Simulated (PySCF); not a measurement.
# WFOH: relaxation and vibrations of the triplet

The task is one start of a wider search on WFOH: the triplet, from a bent start. It is relaxed, tested by its Hessian and followed downhill if it is a saddle.

The runs use PySCF 2.14.0; PBE0, basis W def2-TZVP with ECP60, F def2-TZVP, O def2-TZVP, H def2-TZVP, scalar-relativistic core potentials, no spin–orbit coupling, density fitting.

## Step 1: The system as given

4 atoms, charge 0, spin multiplicity 3.

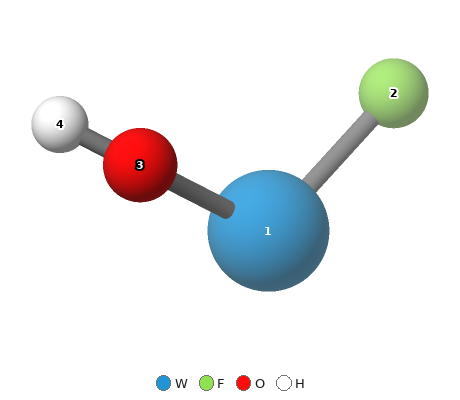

The starting geometry (tungsten blue, fluorine green, oxygen red, hydrogen white); atoms are numbered from 1 in the order of the file.

```xyz
4
charge 0 multiplicity 3
W     0.0000    0.0000    0.0000
F     1.6465    0.0000    1.1529
O    -1.6383    0.0000    1.1472
H    -2.1438    0.7354    1.5011
```

## Step 2: The SCF at the typed geometry

One driver script runs all steps and calls PySCF; scf.py shows how it sets up the SCF of each step. The optimiser is the driver's own. After this first run the driver tries any further starts and a stability analysis.

scf.py

```python
from pyscf import gto, scf, dft
mol = gto.M(atom='''
W      0.000000     0.000000     0.000000
F      1.646500     0.000000     1.152900
O     -1.638300     0.000000     1.147200
H     -2.143800     0.735400     1.501100''',
    basis={'W': 'def2-TZVP', 'F': 'def2-TZVP', 'O': 'def2-TZVP', 'H': 'def2-TZVP'},
    ecp={'W': 'def2-TZVP'},
    charge=0, spin=2)
mf = dft.UKS(mol, xc='PBE0')
mf.grids.atom_grid = (50, 194)
aux = {'W': 'def2-universal-JKFIT', 'F': 'def2-universal-JKFIT', 'O': 'def2-universal-JKFIT', 'H': 'def2-universal-JKFIT'}
mf = mf.density_fit(auxbasis=aux)
mf.conv_tol = 1e-08
mf.diis_space = 10
mf.max_cycle = 60
mf.init_guess = 'minao'
mf.verbose = 4
mf.kernel()
```

Command:

```sh
OMP_NUM_THREADS=4 python axn.py task.json out
```

The log of the run:

```text
init E= -223.551743493201
[... the frontier-level lines of each cycle are left out ...]
cycle= 1 E= -242.275790293363  delta_E= -18.7  |g|= 0.856  |ddm|= 4.98
cycle= 2 E= -236.537624461802  delta_E= 5.74  |g|= 3.64  |ddm|= 2.25
cycle= 3 E= -242.542337451078  delta_E=   -6  |g|= 0.269  |ddm|= 1.96
cycle= 4 E= -242.563724702966  delta_E= -0.0214  |g|= 0.174  |ddm|= 0.605
cycle= 5 E= -242.581450653534  delta_E= -0.0177  |g|= 0.052  |ddm|= 0.262
cycle= 6 E= -242.582785220628  delta_E= -0.00133  |g|= 0.0234  |ddm|= 0.0537
cycle= 7 E= -242.583333708765  delta_E= -0.000548  |g|= 0.016  |ddm|= 0.0551
cycle= 8 E= -242.58367478475  delta_E= -0.000341  |g|= 0.00586  |ddm|= 0.0483
cycle= 9 E= -242.583864302662  delta_E= -0.00019  |g|= 0.00388  |ddm|= 0.0451
cycle= 10 E= -242.583994562449  delta_E= -0.00013  |g|= 0.00392  |ddm|= 0.0254
cycle= 11 E= -242.583857492592  delta_E= 0.000137  |g|= 0.00316  |ddm|= 0.0281
cycle= 12 E= -242.583776529319  delta_E= 8.1e-05  |g|= 0.0021  |ddm|= 0.0355
cycle= 13 E= -242.583803318894  delta_E= -2.68e-05  |g|= 0.00174  |ddm|= 0.0149
cycle= 14 E= -242.583852100344  delta_E= -4.88e-05  |g|= 0.00153  |ddm|= 0.0196
cycle= 15 E= -242.583922477092  delta_E= -7.04e-05  |g|= 0.00151  |ddm|= 0.0297
cycle= 16 E= -242.583971058573  delta_E= -4.86e-05  |g|= 0.0014  |ddm|= 0.0217
cycle= 17 E= -242.583996994421  delta_E= -2.59e-05  |g|= 0.00139  |ddm|= 0.0113
cycle= 18 E= -242.584004656403  delta_E= -7.66e-06  |g|= 0.0014  |ddm|= 0.0032
cycle= 19 E= -242.583968758006  delta_E= 3.59e-05  |g|= 0.00135  |ddm|= 0.0157
cycle= 20 E= -242.583913885013  delta_E= 5.49e-05  |g|= 0.00112  |ddm|= 0.0366
cycle= 21 E= -242.583864187287  delta_E= 4.97e-05  |g|= 0.00107  |ddm|= 0.0618
cycle= 22 E= -242.583858730733  delta_E= 5.46e-06  |g|= 0.00084  |ddm|= 0.025
cycle= 23 E= -242.583861589034  delta_E= -2.86e-06  |g|= 0.000682  |ddm|= 0.00662
cycle= 24 E= -242.583866268725  delta_E= -4.68e-06  |g|= 0.000619  |ddm|= 0.0072
cycle= 25 E= -242.58386786676  delta_E= -1.6e-06  |g|= 0.000626  |ddm|= 0.0028
cycle= 26 E= -242.583865865159  delta_E= 2e-06  |g|= 0.000642  |ddm|= 0.00583
cycle= 27 E= -242.583865413909  delta_E= 4.51e-07  |g|= 0.000655  |ddm|= 0.00213
cycle= 28 E= -242.583867276132  delta_E= -1.86e-06  |g|= 0.000639  |ddm|= 0.00587
cycle= 29 E= -242.583863253614  delta_E= 4.02e-06  |g|= 0.000569  |ddm|= 0.00917
cycle= 30 E= -242.58386392792  delta_E= -6.74e-07  |g|= 0.000465  |ddm|= 0.00488
cycle= 31 E= -242.583866761931  delta_E= -2.83e-06  |g|= 0.000413  |ddm|= 0.00639
cycle= 32 E= -242.583873053376  delta_E= -6.29e-06  |g|= 0.000337  |ddm|= 0.0102
cycle= 33 E= -242.583878324443  delta_E= -5.27e-06  |g|= 0.000314  |ddm|= 0.00936
cycle= 34 E= -242.583884009649  delta_E= -5.69e-06  |g|= 0.000226  |ddm|= 0.0138
cycle= 35 E= -242.583886021273  delta_E= -2.01e-06  |g|= 0.000207  |ddm|= 0.00639
cycle= 36 E= -242.583887551896  delta_E= -1.53e-06  |g|= 0.000148  |ddm|= 0.00686
cycle= 37 E= -242.583888287065  delta_E= -7.35e-07  |g|= 0.000135  |ddm|= 0.00435
cycle= 38 E= -242.583888533008  delta_E= -2.46e-07  |g|= 0.000122  |ddm|= 0.00238
cycle= 39 E= -242.58388888738  delta_E= -3.54e-07  |g|= 0.000139  |ddm|= 0.00206
cycle= 40 E= -242.583888886311  delta_E= 1.07e-09  |g|= 0.00014  |ddm|= 9.71e-05
cycle= 41 E= -242.583888839694  delta_E= 4.66e-08  |g|= 0.000133  |ddm|= 0.000299
cycle= 42 E= -242.58388899587  delta_E= -1.56e-07  |g|= 0.000108  |ddm|= 0.0035
cycle= 43 E= -242.5838891352  delta_E= -1.39e-07  |g|= 9.04e-05  |ddm|= 0.00245
cycle= 44 E= -242.583889270829  delta_E= -1.36e-07  |g|= 6.36e-05  |ddm|= 0.00202
cycle= 45 E= -242.58388935284  delta_E= -8.2e-08  |g|= 5.78e-05  |ddm|= 0.00141
cycle= 46 E= -242.583889417308  delta_E= -6.45e-08  |g|= 4.97e-05  |ddm|= 0.00103
cycle= 47 E= -242.583889450973  delta_E= -3.37e-08  |g|= 4.5e-05  |ddm|= 0.000621
cycle= 48 E= -242.583889477029  delta_E= -2.61e-08  |g|= 4.45e-05  |ddm|= 0.000475
cycle= 49 E= -242.583889493711  delta_E= -1.67e-08  |g|= 4.55e-05  |ddm|= 0.000397
cycle= 50 E= -242.583889492982  delta_E= 7.29e-10  |g|= 4.54e-05  |ddm|= 3.03e-05
Extra cycle  E= -242.58388952011  delta_E= -2.71e-08  |g|= 5.03e-05  |ddm|= 0.00034
converged SCF energy = -242.58388952011  <S^2> = 2.0197105  2S+1 = 3.0131117
```

This step, with its further starts and checks, needed 39 s of wall time on 4 threads of Arm Neoverse V1, shared host.

Energies from each starting density:

```csv
start,energy (Eh)
the minimal-basis guess,-242.583890
a thermally smeared density,-242.602727
a smeared PBE density,-242.602727
```

This is not the lowest solution: one lies 49.5 kJ/mol lower, at -242.60273 Eh, and the relaxation starts from that.

## Step 3: Relaxation: bent start, triplet

The program finds C1 symmetry in the start. Threshold on the gradient: 0.0003 Eh/bohr, with a further test on the energy change.

scf.py: that of step 2 with these lines changed.

```diff
@@ -3,4 +3,4 @@
-W      0.000000     0.000000     0.000000
-F      1.646500     0.000000     1.152900
-O     -1.638300     0.000000     1.147200
-H     -2.143800     0.735400     1.501100''',
+W     -0.013257    -0.003370    -0.189884
+F      1.633243    -0.003370     0.963016
+O     -1.651557    -0.003370     0.957316
+H     -2.157057     0.732030     1.311216''',
@@ -17 +16,0 @@
-mf.init_guess = 'minao'
```

The optimiser's trace:

```csv
step,energy (Eh),change (kJ/mol),largest gradient (Eh/bohr)
0,-242.602727,0.00,0.08451
1,-242.623806,-55.34,0.02868
2,-242.627722,-65.63,0.01011
3,-242.641507,-101.82,0.03435
4,-242.642106,-103.39,0.03423
5,-242.642737,-105.04,0.03637
6,-242.646585,-115.15,0.01880
7,-242.649729,-123.40,0.01218
8,-242.653770,-134.01,0.02343
9,-242.656295,-140.64,0.01729
10,-242.658597,-146.69,0.01400
11,-242.659886,-150.07,0.01028
12,-242.660410,-151.45,0.00997
13,-242.660562,-151.85,0.02156
14,-242.661132,-153.34,0.00976
15,-242.661346,-153.90,0.00436
16,-242.661514,-154.35,0.00729
17,-242.661676,-154.77,0.00231
18,-242.661756,-154.98,0.00413
19,-242.661819,-155.15,0.00426
20,-242.661865,-155.27,0.00203
21,-242.661884,-155.32,0.00231
22,-242.661894,-155.34,0.00212
23,-242.661895,-155.35,0.00074
24,-242.661897,-155.35,0.00021
```

The walk took 79 s.

Geometry (Å) and forces (eV/Å) at some steps:

```
step 0
W   -0.013  -0.003  -0.190  -0.161   0.218   4.346
F    1.633  -0.003   0.963  -2.034  -0.004  -2.118
O   -1.652  -0.003   0.957   1.935  -0.512  -2.032
H   -2.157   0.732   1.311   0.260   0.298  -0.196
step 1
W   -0.015   0.003  -0.066  -0.411   0.151   1.474
F    1.608   0.001   0.904  -0.277  -0.010  -0.615
O   -1.656  -0.016   0.901   0.253   0.082  -0.528
H   -2.125   0.734   1.303   0.434  -0.223  -0.331
step 12
W    0.065  -0.058   0.465   0.175   0.051   0.141
F    1.907  -0.041   0.563  -0.377  -0.028  -0.077
O   -1.705   0.213   0.773  -0.311   0.332   0.329
H   -2.456   0.609   1.241   0.512  -0.354  -0.394
step 24
W    0.121   0.084   0.658  -0.003  -0.002   0.001
F    1.923  -0.161   0.408   0.011   0.000  -0.002
O   -1.650   0.331   0.916  -0.007   0.004   0.000
H   -2.584   0.467   1.060  -0.001  -0.001   0.000
```

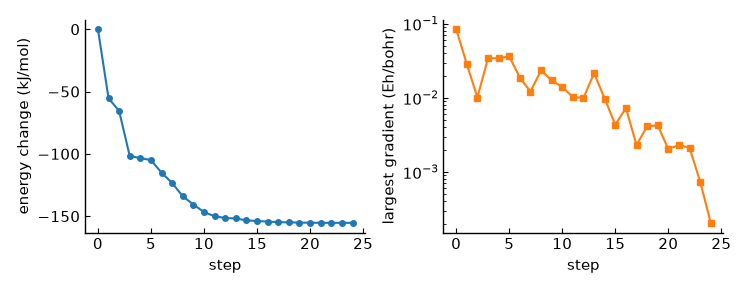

Energy and largest gradient along the walk.

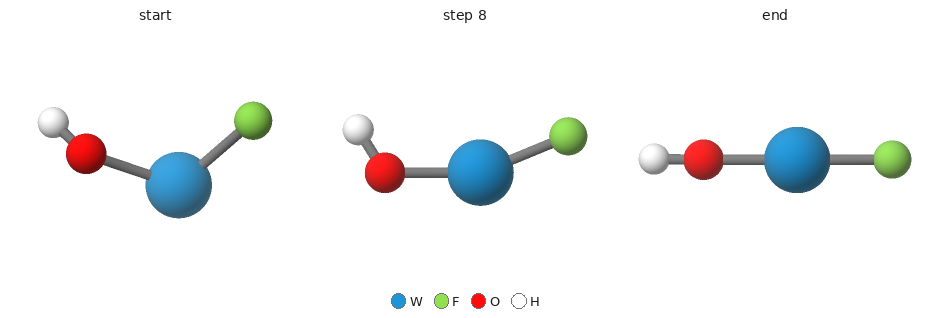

Start and end of the relaxation, with a step between.

End point (C∞v, 24 steps, 155.4 kJ/mol gained): O–H 0.955 Å, W–F 1.836 Å, W–O 1.807 Å; F–W–O 179.6°, H–O–W 179.4°.

## Step 4: Frequencies

The point is checked on the finer grid, and tightened if its gradient asks for it. The Hessian and the dipole derivatives come from central differences of analytic gradients, with steps of 0.02 bohr.

scf.py: that of step 3 with these lines changed.

```diff
@@ -3,4 +3,4 @@
-W     -0.013257    -0.003370    -0.189884
-F      1.633243    -0.003370     0.963016
-O     -1.651557    -0.003370     0.957316
-H     -2.157057     0.732030     1.311216''',
+W     -0.014243     0.001990     0.002073
+F      1.785672    -0.249509    -0.259922
+O     -1.785313     0.249459     0.259870
+H     -2.721331     0.380247     0.396117''',
@@ -11 +11 @@
-mf.grids.atom_grid = (50, 194)
+mf.grids.atom_grid = (75, 302)
@@ -14 +14 @@
-mf.conv_tol = 1e-08
+mf.conv_tol = 1e-10
```

The driver hands on the density of the step before, so the log starts near convergence.

SCF at the final geometry:

```text
init E= -242.661846719138
[... the frontier-level lines of each cycle are left out ...]
cycle= 1 E= -242.661846718982  delta_E= 1.56e-10  |g|= 2.46e-05  |ddm|= 1.61e-05
cycle= 2 E= -242.661846718289  delta_E= 6.93e-10  |g|= 5.14e-05  |ddm|= 3.29e-05
cycle= 3 E= -242.661846719186  delta_E= -8.97e-10  |g|= 1.25e-06  |ddm|= 2.23e-05
cycle= 4 E= -242.661846719187  delta_E= -1.19e-12  |g|= 2.53e-07  |ddm|= 1.33e-06
Extra cycle  E= -242.661846719187  delta_E= 1.71e-13  |g|= 3.79e-07  |ddm|= 5.63e-07
converged SCF energy = -242.661846719187  <S^2> = 2.0153113  2S+1 = 3.0101903
```

The whole step took 40 s.

Geometry: C∞v; O–H 0.955 Å, W–F 1.836 Å, W–O 1.807 Å; F–W–O 180.0°, H–O–W 180.0°.

Modes, for the most abundant isotopes:

```tsv
symmetry	ω (cm⁻¹)	IR (km/mol)	μ (u)
π	69	21.2	4.45
π	513	172	1.33
σ+	712	138	20.79
σ+	822	63.3	8.93
σ+	3972	361	1.07
```

All wavenumbers are real: a minimum.

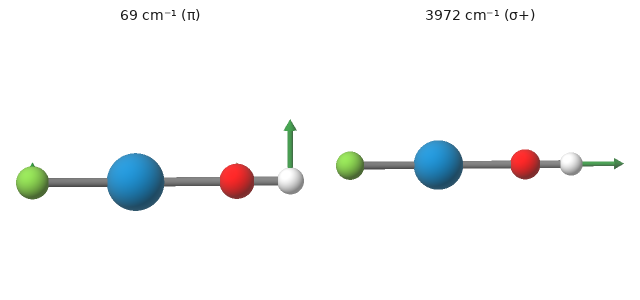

How the atoms move in 2 of the modes.

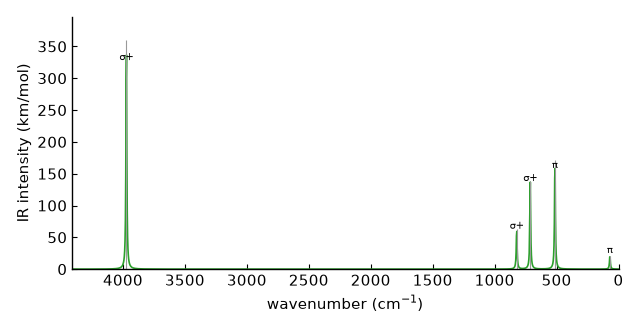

The harmonic infrared spectrum (widths in cm⁻¹). Lines are broadened to a width of 8 cm⁻¹ (Lorentzian).

Constants and moments:

```yaml
Dipole_moment: 3.22 D
Highest_occupied_level: -5.35 eV
Lowest_empty_level: -2.13 eV
Rotational_constants: 0.136 cm⁻¹
Zero-point_energy: 39.9 kJ/mol
Principal_polarisabilities: 52.3, 56.9, 56.9 bohr³
Atomisation_energy_without_zero-point_energy: 1460 kJ/mol
Principal_traceless_quadrupole_moments_about_the_centre_of_mass: -3.51, -3.51, 7.01 D Å
Entropy_at_298.15_K_and_1_bar_electronic_part_spin_only: 296.7 J/(mol K)
Heat_capacity_Cp_at_298.15_K: 61.7 J/(mol K)
Enthalpy_at_298.15_K_above_0_K: 14.45 kJ/mol
Rotational_symmetry_number: 1
Spin_squared_⟨S²⟩: 2.015
```

Charges (e) and bond orders:

| atom | Mulliken | Löwdin | polar tensor | spin (Mulliken) | Mayer order to W1 |
| --- | --- | --- | --- | --- | --- |
| W1 | 0.61 | 0.33 | 0.79 | 2.11 | – |
| F2 | -0.39 | -0.24 | -0.48 | -0.04 | 1.04 |
| O3 | -0.58 | -0.27 | -0.69 | -0.07 | 1.29 |
| H4 | 0.36 | 0.18 | 0.39 | 0.00 | 0.02 |

Mulliken populations on W1 (outside its core potential): s 3.46, p 6.21, d 3.61, f 0.11.

## Step 5: Results

```
                                          quantity                                                              value
                                           minimum                                                       triplet, C∞v
                                          geometry  O–H 0.955 Å, W–F 1.836 Å, W–O 1.807 Å; F–W–O 180.0°, H–O–W 180.0°
                                wavenumbers (cm⁻¹)                     69 (π), 513 (π), 712 (σ+), 822 (σ+), 3972 (σ+)
                                     dipole moment                                                             3.22 D
highest occupied, lowest empty level (either spin)                                                    -5.35, -2.13 eV
                         polar-tensor charge of W1                                                            +0.79 e
                                 zero-point energy                                                        39.9 kJ/mol
                               entropy at 298.15 K                                                    296.7 J/(mol K)
         atomisation energy (no zero-point energy)                                                        1460 kJ/mol
                                              ⟨S²⟩                                                              2.015
```

**Reading.** The bent start (C1) ends in a minimum of C∞v symmetry. The strongest infrared band lies at 3972 cm⁻¹ (σ+). Most of the spin sits on W1 (Mulliken spin 2.11, against 2 for the whole molecule). The first SCF alone would have been 49 kJ/mol too high. Other starts or spin states, not run here, may lie lower. One determinant may miss the lowest occupation of an open d or f shell. Spin–orbit coupling, left out here, can matter for elements this heavy.

The search up to here took 2.6 min.
